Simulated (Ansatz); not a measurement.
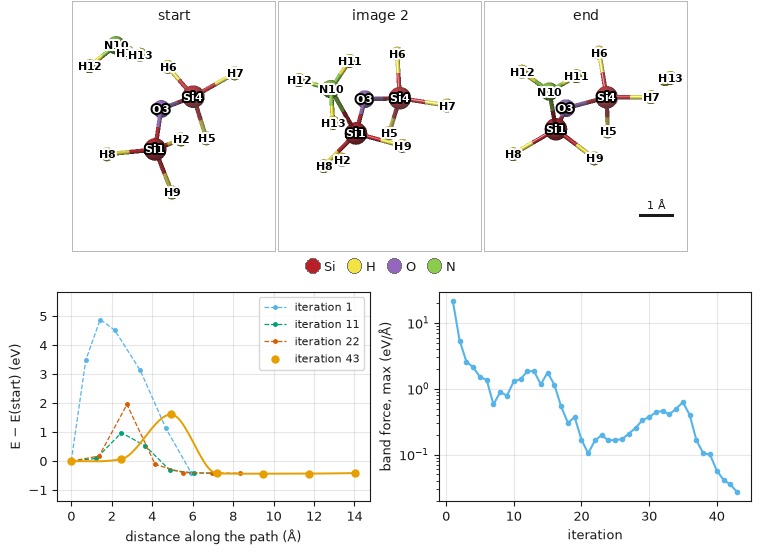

A nudged-elastic-band calculation for Si₂NH₉O, made up at the start of Si2H6O and NH₃. Images are numbered from 0 (start) to 6 (end). The plot follows the band through its iterations. Style: ball-and-stick. Shown from a free direction.

Computed with Ansatz, RKS r2SCAN/6-31G*. Run with 5 movable images; climbing image; force threshold 0.03 eV/Å; iteration limit 60; starting path through a guess of the saddle point.

Did the band converge, and can the barrier be trusted?

The result is final at these settings. The band converged in 43 iterations. The largest component of the band force went from 21 to 0.027 eV/Å. The climbing image converged on the top of the path. Its vibrational analysis gives one imaginary mode (1388i cm⁻¹), as a transition state must have. The first iteration put the highest image at 4.89 eV. The energy climbs by 1.61 eV to image 2 and then falls by 2.02 eV, so the end point sits at −0.41 eV. Image 4 lies below both ends, at −0.43 eV, which points to an intermediate minimum that so few images don't resolve.

Limits of the set-up: the start holds two separate molecules, 2.4 Å apart at their closest, whose relative position is a soft coordinate and is computed without a dispersion correction.
